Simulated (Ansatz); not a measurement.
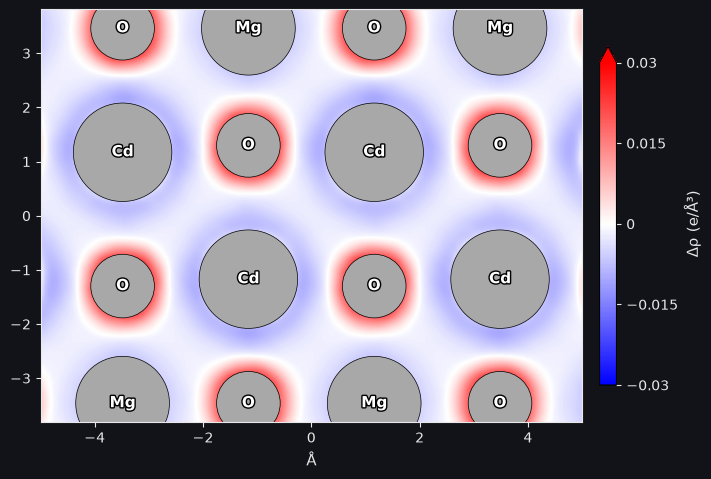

MgCd2O3. Difference of the valence pseudo-densities of two functionals at the same geometry, on the (001) plane of the calculation cell: one of LDA and PBE less the other.

Space group I4/mmm; a structure generated by program, which may or may not match a known phase.

Both computed with Ansatz (plane waves, PAW), on the same k-point mesh. Grey discs cover the atomic cores.

Which was subtracted from which, and what does the map show?

Answer. It is PBE less LDA. Against LDA, PBE gives less density around Cd (−0.007 e/Å³ on average at 1.1 Å from the nucleus), more density around O (+0.010 e/Å³ on average at 0.7 Å from the nucleus) and a change of −0.009 e/Å³ at the midpoint of Cd–O.
